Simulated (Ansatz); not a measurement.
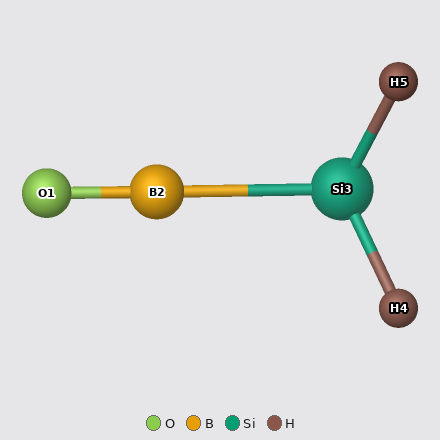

The system is BH2OSi, SMILES [O]B=[SiH2], spin multiplicity 2; the picture shows the reference structure. Coordinates scanned: (1) umbrella angle at Si3 (between each of its bonds and their common axis; 90 is planar); (2) change of the bonds Si3–B2, Si3–H4, Si3–H5, all alike. Nothing is relaxed (all other coordinates rigid). The scan uses a 15 × 15 grid. Points are written as (first, second). Energies are in kcal/mol, from the relaxed molecule at the same level. These are results of UHF/def2-TZVP in Ansatz 0.2.0, not measurements.

Its coordinates:

```xyz
5

O    -0.6550   -0.6782    2.1803
B    -0.4165   -0.2998    1.0846
Si   -0.0854    0.3722   -0.7732
H     0.1442   -0.7445   -1.7021
H     1.0127    1.3504   -0.7896
```

Range: umbrella angle at Si3 (between each of its bonds and their common axis; 90 is planar) from 60.6 to 119.4°; change of the bonds Si3–B2, Si3–H4, Si3–H5, all alike from −0.181 to 0.280 Å.

What will the energy surface look like?

Answer. The lowest grid point is at (106.8°, −0.016 Å), 0.17 kcal/mol from the relaxed molecule at the same level; the map holds 2 wells of about this depth. The highest grid point, (90.0°, 0.280 Å), lies 47.1 kcal/mol above the lowest. On the interpolated surface the easiest way out of the lowest well to the well at about (72°, 0.00 Å) passes a barrier of about 5.5 kcal/mol, counted from the interpolated bottom of the well. Round the minimum the two coordinates are weakly coupled (coupling −0.14 in units of the two stiffnesses).

```
second ↓, first →  60.6  64.8  69.0  73.2  77.4  81.6  85.8  90.0  94.2  98.4  102.6  106.8  111.0  115.2  119.4
            0.280  38.9  35.3  34.0  34.9  37.6  41.6  45.5  47.3  45.3  41.2   37.3   34.7   33.9   35.3   39.1
            0.247  32.8  29.0  27.6  28.3  30.9  34.7  38.4  40.0  38.2  34.3   30.6   28.1   27.5   29.1   33.0
            0.214  27.1  23.2  21.7  22.3  24.7  28.2  31.7  33.1  31.4  27.9   24.4   22.1   21.6   23.3   27.3
            0.181  22.0  17.9  16.2  16.7  18.9  22.2  25.5  26.8  25.2  21.9   18.6   16.5   16.2   18.0   22.2
            0.148  17.5  13.3  11.4  11.7  13.8  16.9  19.8  21.0  19.6  16.5   13.5   11.6   11.4   13.3   17.7
            0.115  13.7   9.3   7.4   7.5   9.3  12.2  14.9  16.0  14.7  11.9    9.1    7.3    7.3    9.4   14.0
            0.082  10.8   6.3   4.1   4.1   5.7   8.3  10.8  11.7  10.6   8.0    5.5    3.9    4.1    6.4   11.1
            0.049   8.9   4.2   1.9   1.7   3.1   5.4   7.6   8.5   7.4   5.1    2.8    1.5    1.8    4.3    9.2
            0.016   8.1   3.3   0.8   0.4   1.5   3.6   5.6   6.4   5.4   3.3    1.3    0.2    0.7    3.4    8.4
           −0.016   8.6   3.6   0.9   0.3   1.3   3.1   4.8   5.5   4.7   2.8    1.0    0.2    0.9    3.7    8.9
           −0.049  10.6   5.4   2.6   1.8   2.5   4.0   5.5   6.1   5.4   3.8    2.2    1.6    2.6    5.6   11.0
           −0.082  14.3   9.0   5.9   4.9   5.3   6.6   7.9   8.4   7.8   6.4    5.1    4.7    5.9    9.1   14.7
           −0.115  20.0  14.5  11.2  10.0  10.2  11.2  12.3  12.6  12.1  11.0   10.0    9.8   11.2   14.6   20.4
           −0.148  27.9  22.2  18.8  17.3  17.2  18.0  18.8  19.1  18.7  17.8   17.0   17.2   18.8   22.4   28.3
           −0.181  38.4  32.5  28.9  27.1  26.8  27.3  27.9  28.2  27.8  27.1   26.6   27.0   28.9   32.7   38.8
```

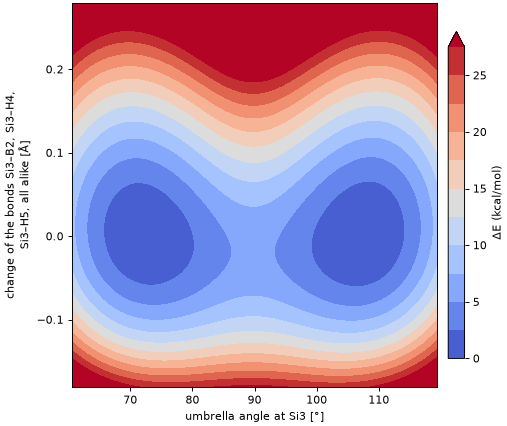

The picture shows filled contours, one colour for all values above the top of the scale. Between grid points the surface is interpolated.

The whole map (225 points run) took 6.2 min on 1 thread of Arm Neoverse V2, with other jobs on the host.
